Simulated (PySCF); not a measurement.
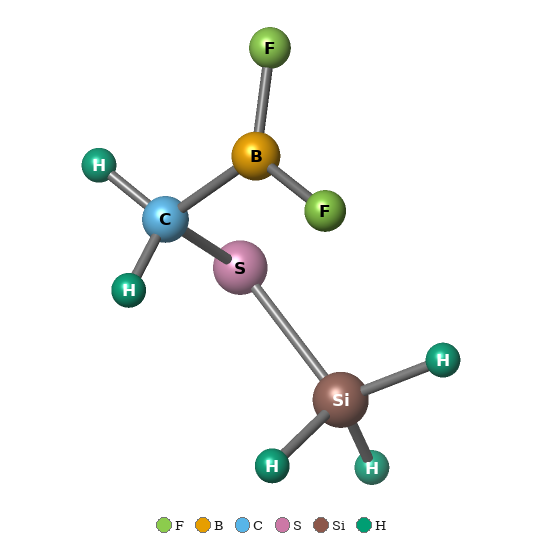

The picture shows a molecular structure as a ball-and-stick model.

The geometry was computed by an optimisation with PBE0-D3(BJ)/def2-SVP. No frequency run is at hand to confirm it as a minimum.

Count the atoms of each element.

CH₅BF₂SSi, 11 atoms: 1 carbon, 5 hydrogen, 1 boron, 2 fluorine, 1 sulfur and 1 silicon.

Does it have rings?

It has no ring.

Count the bonded pairs by element.

3 Si–H, 2 B–F, 2 C–H, 1 C–B, 1 C–S, 1 S–Si.

Name some functional groups or characteristic bonds that it holds.

Among them: Si–H bond.

The parts below concern this one geometry. Atoms keep their numbers from picture to picture.

### Geometry

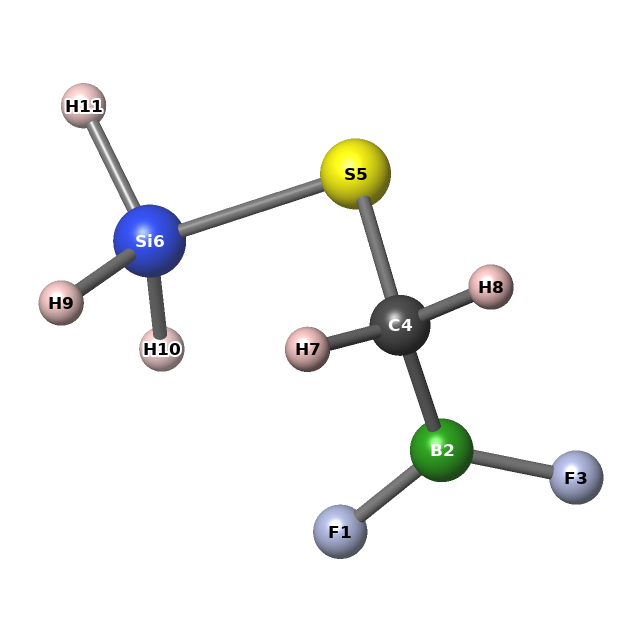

The atoms are numbered. No frequency run is at hand to confirm it as a minimum.

Estimate the angles F1–B2–F3, F1–B2–C4, F3–B2–C4, B2–C4–S5, B2–C4–H7, B2–C4–H8, S5–C4–H7, S5–C4–H8, C4–S5–Si6, S5–Si6–H9, S5–Si6–H10, S5–Si6–H11.

```csv
angle,degrees
F1–B2–F3,116.9
F1–B2–C4,120.4
F3–B2–C4,122.7
B2–C4–S5,103.7
B2–C4–H7,114.4
B2–C4–H8,113.3
S5–C4–H7,110.1
S5–C4–H8,105.5
C4–S5–Si6,101.8
S5–Si6–H9,108.8
S5–Si6–H10,113.5
S5–Si6–H11,104.5
```

### Dipole moment

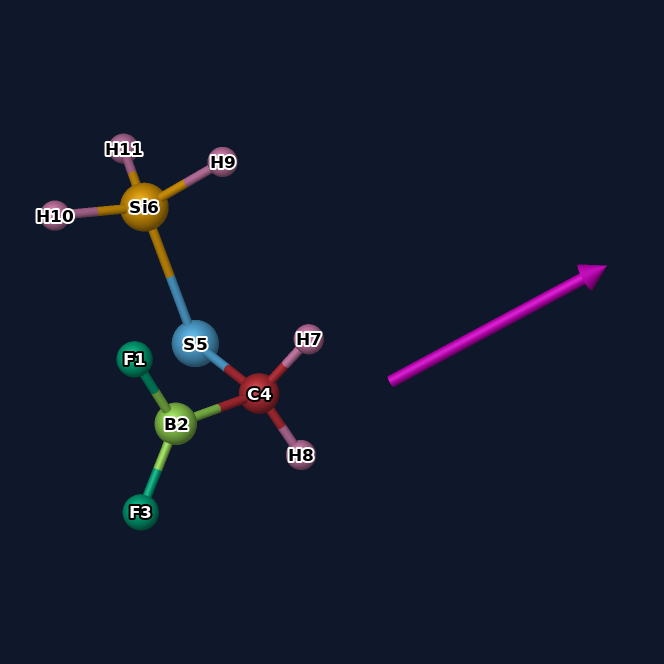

The arrow beside the molecule shows the direction of the dipole moment, from the negative to the positive end (its length means nothing). No frequency run is at hand to confirm it as a minimum. Level of theory: PBE0/cc-pVDZ, gas phase (PySCF 2.14.0).

Estimate the dipole moment.

1.54 D; it points from the side of F3 to the side of H7, H9 (the outermost atoms at the two ends).

### Charges

The questions are on IAO charges. No frequency run is at hand to confirm it as a minimum. Properties computed with PBE0/pcSseg-0, gas phase (PySCF 2.14.0).

Give the IAO charges atom by atom.

```
atom  value (e)
  F1      −0.29
  B2       0.67
  F3      −0.28
  C4      −0.52
  S5      −0.13
 Si6       0.34
  H7       0.17
  H8       0.20
  H9      −0.06
 H10      −0.05
 H11      −0.04
```

### NMR shielding

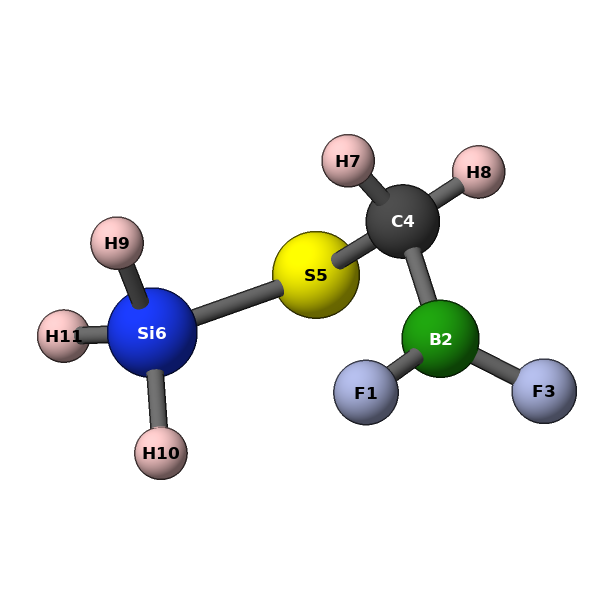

No frequency run is at hand to confirm it as a minimum. Properties computed with GIAO PBE0/pcSseg-0 NMR shielding, non-relativistic, gas phase (PySCF 2.14.0). Principal shieldings σ11 ≤ σ22 ≤ σ33, span Ω = σ33 − σ11, skew κ = 3(σiso − σ22)/Ω.

Give the shielding tensors of the B atoms.

```csv
atom,σ11,σ22,σ33,σiso,Ω,κ
B2,61.5,88.8,94.2,81.5,32.7,−0.68
```

Shieldings and span in ppm.
